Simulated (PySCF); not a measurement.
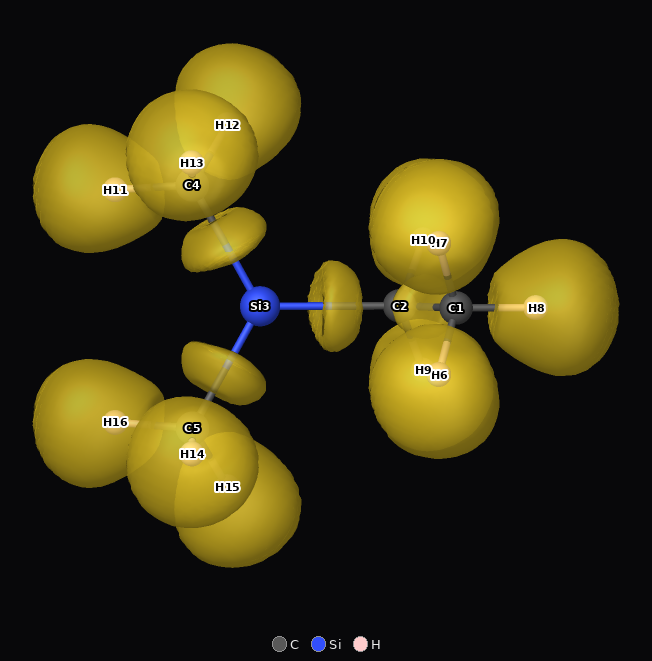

The picture shows: C4H11Si (SMILES CC[Si+](C)C) (charge +1). Isosurface of the electron localisation function at 0.8 (yellow), seen across its widest extent. Only the valence region is drawn (cores and ρ < 0.01 e/Å³ removed).

Geometry: GFN2-xTB.

These are results of PBE0/pcSseg-1, SCF density, gas phase, non-relativistic (PySCF), not measurements.

```xyz
16

C    -2.0286   -0.8209    0.3167
C    -0.9335   -0.7793   -0.7638
Si    0.5909    0.1907   -0.2054
C     1.9541   -0.6929    0.7438
C     0.6513    2.0533   -0.4648
H    -2.3755    0.1771    0.5684
H    -1.6754   -1.3028    1.2239
H    -2.8770   -1.3874   -0.0559
H    -1.3604   -0.3354   -1.6684
H    -0.6625   -1.8080   -1.0207
H     2.9212   -0.2074    0.6144
H     2.0603   -1.7321    0.4300
H     1.7445   -0.7033    1.8135
H     0.1827    2.5820    0.3655
H     0.1254    2.3550   -1.3715
H     1.6748    2.4205   -0.5372
```

Identify the bonds, lone pairs and shells in this picture.

Answer. The surface consists of one region between bonded C–C atoms (shared pairs), three regions between bonded C–Si atoms (shared pairs) and eleven regions around hydrogen nuclei. Along the contacts the grid gives the following. C–C (1.54 Å): the ELF peaks at about 0.95 between the atoms, as expected for a covalent bond. C–Si (1.88 Å): the ELF peaks at about 0.95 between the atoms (a shared electron pair).
